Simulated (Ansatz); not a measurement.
# CH4BSi with multiplicity 2: two geometries relaxed

Aim: relax the geometries before and after the shift of H4 from B1 to Si2, and see whether they are two minima and how far apart in energy. SMILES of the start: B[Si]=C.

Method: UKS PBE0-D4/cc-pVDZ, in Ansatz 0.2.0.

### Step 1. Starting point

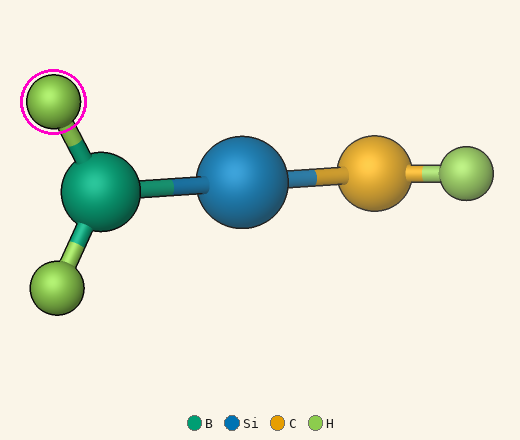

The starting structure, seen from a chosen angle (boron teal, silicon blue, carbon amber, hydrogen green). Ringed: H4.

Coordinates:

```xyz
7

B    -1.4538    0.4907   -0.9686
Si    0.0446   -0.0147    0.0279
C     1.4492   -0.4883    0.9641
H    -2.3799   -0.2346   -1.0724
H    -1.4927    1.5418   -1.5055
H     2.2850   -1.0211    0.5360
H     1.5476   -0.2738    2.0185
```

### Step 2. Relaxing end A

Input file input.yaml:

```yaml
crystal:
  periodic: [false, false, false]
  atoms:
    - { symbol: B, position_ang: [-1.45375, 0.49068, -0.96862] }
    - { symbol: Si, position_ang: [0.04458, -0.01473, 0.02794] }
    - { symbol: C, position_ang: [1.44925, -0.48834, 0.96414] }
    - { symbol: H, position_ang: [-2.37994, -0.23455, -1.07242] }
    - { symbol: H, position_ang: [-1.49274, 1.54176, -1.50551] }
    - { symbol: H, position_ang: [2.28504, -1.02106, 0.53595] }
    - { symbol: H, position_ang: [1.54757, -0.27376, 2.01851] }
magnetization:
  spin_polarized: true
  initial_magnetization: 1
basis:
  gaussian: { orbitals: cc-pVDZ }
hamiltonian:
  xc: pbe0
  dispersion: d4
relax:
  f_tol: 0.02
  max_steps: 50
output:
  orbitals: {}
```

Started as:

```
$ ansatz run input.yaml --threads 2 --pin off --max-ram 3072MiB --backend cpu --events-out ev --progress --plain --runs-dir out
```

Output, cut to the lines that bear on the results:

```text
Warning: RAYON_NUM_THREADS=2 ignored (pool sized by the plan → 2); use --threads N
[...]
Functional definition: PBE0
[...]
718 factors; integrals over basis functions are off by at most 2.9e-4 eV
[...]
mean field -9646.71439163 eV, -354.5102151147 hartree, gradient 4.8e-5 eV, S^2 0.761010; 2 other end points of the search recorded, 0 dependent functions left out
[...]
reference -9646.71441660 eV, -354.5102160320 hartree; 15, 14 occupied and 51, 52 virtual orbitals, 718 factors
relax step   1: F+E_penalty+E_count = -9646.80843780 eV  Δ(F+E_penalty+E_count) = +0.000e0 eV  max|allowed force component| = 1.938e0 eV/Å  Δτ_max = 0.0000 Å  (44 SCF iters, accepted)
[...]
relax step   5: F+E_penalty+E_count = -9646.90571005 eV  Δ(F+E_penalty+E_count) = -6.980e-6 eV  max|allowed force component| = 1.019e-1 eV/Å  Δτ_max = 0.0047 Å  (29 SCF iters, accepted)
[...]
relax step   6: F+E_penalty+E_count = -9646.90610009 eV  Δ(F+E_penalty+E_count) = -3.900e-4 eV  max|allowed force component| = 1.107e-2 eV/Å  Δτ_max = 0.0056 Å  (32 SCF iters, accepted)
718 factors; integrals over basis functions are off by at most 3.1e-4 eV
[...]
mean field -9646.81187891 eV, -354.5137977059 hartree, gradient 1.8e-5 eV, S^2 0.758451; 3 other end points of the search recorded, 0 dependent functions left out
[...]
reference -9646.81190415 eV, -354.5137986335 hartree; 15, 14 occupied and 51, 52 virtual orbitals, 718 factors
Total energy: -9646.90612533 eV, -354.5172611982 hartree
Atom 0 at    -1.463984     0.494082    -0.975063 Å, force    -0.008933     0.003292    -0.005958 eV/Å
Atom 1 at     0.069626    -0.024700     0.046722 Å, force     0.007446    -0.001990     0.004571 eV/Å
Atom 2 at     1.435018    -0.484204     0.955654 Å, force    -0.002118     0.000359    -0.001181 eV/Å
Atom 3 at    -2.380125    -0.283207    -1.044815 Å, force     0.005934     0.010239    -0.001994 eV/Å
Atom 4 at    -1.445209     1.575272    -1.503366 Å, force    -0.004737    -0.011071     0.002861 eV/Å
Atom 5 at     2.272188    -1.018631     0.497924 Å, force     0.002763    -0.001806    -0.002523 eV/Å
Atom 6 at     1.512495    -0.258611     2.022934 Å, force    -0.000355     0.000978     0.004224 eV/Å
Dipole moment:     0.112721    -0.038384     0.075217 e Å
```

Wall time 13 s (2 threads of Arm Neoverse V1, shared host); peak memory 0.15 GiB.

Step by step:

```
step  energy from step 1 (eV)  largest force component (eV/Å)
   1                   0.0000                          1.9376
   2                  -0.0834                          0.8152
  3x                   0.0749                          1.6121
   4                  -0.0973                          0.1044
   5                  -0.0973                          0.1019
   6                  -0.0977                          0.0111
```

Step 1 is the start. 1 step was tried and not accepted (marked x).

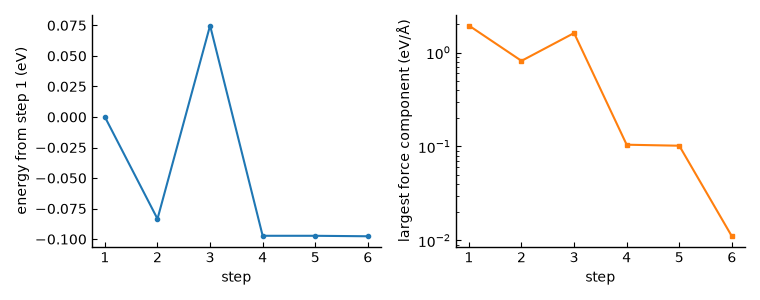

Energy and largest force along the relaxation.

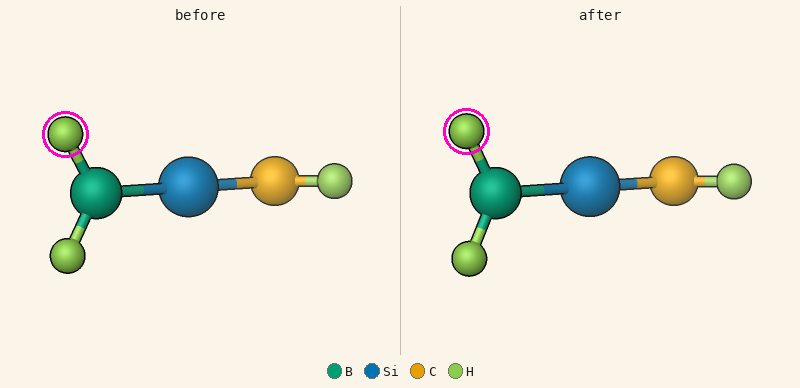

The structure before (left) and after (right), drawn at the same scale.

After: Bond lengths: B1–Si2 1.914 Å, Si2–C3 1.703 Å, B1–H4 1.203 Å, B1–H5 1.204 Å, C3–H6 1.094 Å, C3–H7 1.094 Å. Angles: B1–Si2–C3 179.9°, Si2–B1–H4 117.8°, Si2–B1–H5 117.7°, H4–B1–H5 124.5°, Si2–C3–H6 121.5°, Si2–C3–H7 121.5°, H6–C3–H7 117.1°.

### Step 3. End point B

The second end starts from a geometry with the move made by hand.

Changes to input.yaml since step 2:

```diff
@@ -6,3 +6,3 @@
     - { symbol: C, position_ang: [1.44925, -0.48834, 0.96414] }
-    - { symbol: H, position_ang: [-2.37994, -0.23455, -1.07242] }
+    - { symbol: H, position_ang: [0.05925, -0.43713, -1.34864] }
     - { symbol: H, position_ang: [-1.49274, 1.54176, -1.50551] }
```

Started as:

```
$ ansatz run input.yaml --threads 2 --pin off --max-ram 3072MiB --backend cpu --events-out ev --progress --plain --runs-dir out
```

Output, cut to the lines that bear on the results:

```text
Warning: RAYON_NUM_THREADS=2 ignored (pool sized by the plan → 2); use --threads N
[...]
Functional definition: PBE0
[...]
718 factors; integrals over basis functions are off by at most 3.4e-4 eV
[...]
mean field -9645.20136088 eV, -354.4546122601 hartree, gradient 5.7e-5 eV, S^2 0.802747; 2 other end points of the search recorded, 0 dependent functions left out
[...]
reference -9645.20138595 eV, -354.4546131815 hartree; 15, 14 occupied and 51, 52 virtual orbitals, 718 factors
relax step   1: F+E_penalty+E_count = -9645.30671663 eV  Δ(F+E_penalty+E_count) = +0.000e0 eV  max|allowed force component| = 2.590e0 eV/Å  Δτ_max = 0.0000 Å  (48 SCF iters, accepted)
[...]
relax step   4: F+E_penalty+E_count = -9645.88432209 eV  Δ(F+E_penalty+E_count) = -2.172e-1 eV  max|allowed force component| = 6.532e-1 eV/Å  Δτ_max = 0.1749 Å  (36 SCF iters, accepted)
[...]
relax step   7: F+E_penalty+E_count = -9646.24272357 eV  Δ(F+E_penalty+E_count) = -7.894e-3 eV  max|allowed force component| = 5.757e-1 eV/Å  Δτ_max = 0.1399 Å  (35 SCF iters, accepted)
[...]
relax step  10: F+E_penalty+E_count = -9646.40469332 eV  Δ(F+E_penalty+E_count) = -7.279e-2 eV  max|allowed force component| = 7.698e-1 eV/Å  Δτ_max = 0.1950 Å  (45 SCF iters, accepted)
[...]
relax step  12: F+E_penalty+E_count = -9646.70708631 eV  Δ(F+E_penalty+E_count) = -1.431e-1 eV  max|allowed force component| = 6.668e-1 eV/Å  Δτ_max = 0.1950 Å  (45 SCF iters, accepted)
[...]
relax step  13: F+E_penalty+E_count = -9646.79815108 eV  Δ(F+E_penalty+E_count) = -9.106e-2 eV  max|allowed force component| = 5.055e-1 eV/Å  Δτ_max = 0.2000 Å  (38 SCF iters, accepted)
[...]
```

### Step 4. More of the same log: end point B relaxed

The log, continued, cut to the lines that bear on the results:

```text
718 factors; integrals over basis functions are off by at most 6.0e-4 eV
[...]
mean field -9646.69860636 eV, -354.5096350164 hartree, gradient 6.0e-5 eV, S^2 0.762961; 0 other end points of the search recorded, 0 dependent functions left out
[...]
reference -9646.69863304 eV, -354.5096359969 hartree; 15, 14 occupied and 51, 52 virtual orbitals, 718 factors
relax step  14: F+E_penalty+E_count = -9646.79292904 eV  Δ(F+E_penalty+E_count) = +5.222e-3 eV  max|allowed force component| = 1.148e0 eV/Å  Δτ_max = 0.1918 Å  (39 SCF iters, rejected (line search))
[...]
relax step  20: F+E_penalty+E_count = -9646.90588323 eV  Δ(F+E_penalty+E_count) = -4.462e-3 eV  max|allowed force component| = 2.561e-2 eV/Å  Δτ_max = 0.0633 Å  (37 SCF iters, accepted)
[...]
reference -9646.81186024 eV, -354.5137970200 hartree; 15, 14 occupied and 51, 52 virtual orbitals, 718 factors
Total energy: -9646.90607563 eV, -354.5172593715 hartree
Atom 0 at    -0.945121     0.383152    -1.262005 Å, force    -0.002422    -0.000656     0.001367 eV/Å
Atom 1 at     0.403217    -0.048278     0.027520 Å, force    -0.003223     0.001440    -0.007111 eV/Å
Atom 2 at     1.616833    -0.433239     1.158906 Å, force     0.005278     0.000590     0.001295 eV/Å
Atom 3 at    -1.416457    -0.519205    -1.903216 Å, force     0.000453     0.001607     0.000684 eV/Å
Atom 4 at    -1.268253     1.536810    -1.372168 Å, force     0.001003    -0.001610     0.000346 eV/Å
Atom 5 at     2.674257    -0.438176     0.879170 Å, force     0.000079    -0.000790     0.002402 eV/Å
Atom 6 at     1.374724    -0.683645     2.195563 Å, force    -0.001169    -0.000580     0.001017 eV/Å
Dipole moment:     0.098771    -0.031343     0.095526 e Å
```

It took 42 s on 2 threads of Arm Neoverse V1, shared host; peak memory 0.15 GiB.

The steps of the relaxation:

```
step  energy from step 1 (eV)  largest force component (eV/Å)
   1                   0.0000                          2.5900
   2                  -0.2722                          0.7345
   3                  -0.3604                          0.5993
   4                  -0.5776                          0.6532
   5                  -0.8005                          1.2528
   6                  -0.9281                          0.8417
   7                  -0.9360                          0.5757
   8                  -0.9783                          0.2828
   9                  -1.0252                          0.2752
  10                  -1.0980                          0.7698
  11                  -1.2573                          0.5647
  12                  -1.4004                          0.6668
  13                  -1.4914                          0.5055
 14x                  -1.4862                          1.1483
  15                  -1.5284                          0.4006
  16                  -1.5626                          0.3371
  17                  -1.5870                          0.1580
  18                  -1.5924                          0.1368
  19                  -1.5947                          0.0528
  20                  -1.5992                          0.0256
  21                  -1.5993                          0.0071
```

Step 1 is the start. 1 step was tried and not accepted (marked x).

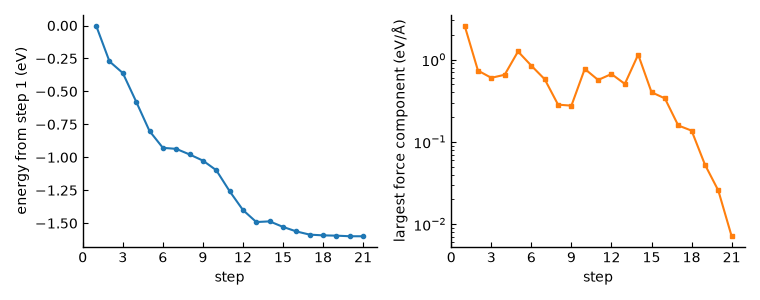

How energy and force went from step to step.

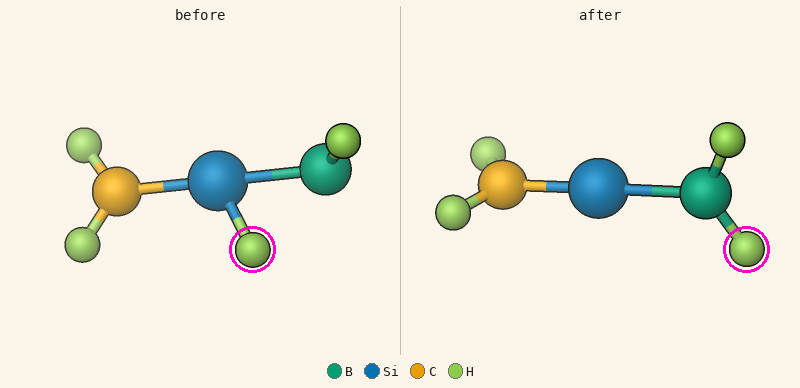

The structure before (left) and after (right), drawn at the same scale.

After: Bond lengths: B1–Si2 1.915 Å, Si2–C3 1.703 Å, B1–H4 1.203 Å, B1–H5 1.203 Å, C3–H6 1.094 Å, C3–H7 1.094 Å. Angles: B1–Si2–C3 179.3°, Si2–B1–H4 117.8°, Si2–B1–H5 117.8°, H4–B1–H5 124.4°, Si2–C3–H6 121.3°, Si2–C3–H7 121.6°, H6–C3–H7 117.1°.

Pairs that crossed the distance rule for bonds on the way: came closer B1–H4; moved apart Si2–H4.

### Step 5. Outcome

```
                           quantity                     value
                              end A   4 moves, 0.098 eV lower
                              end B  19 moves, 1.599 eV lower
largest difference between the ends                    0.01 Å
            end B relative to end A                 +0.000 eV
```

In words: Both starts fell into the same minimum (no atom differs by more than 0.01 Å), so from this start no second minimum was found and no band was run; another arrangement could still be one.
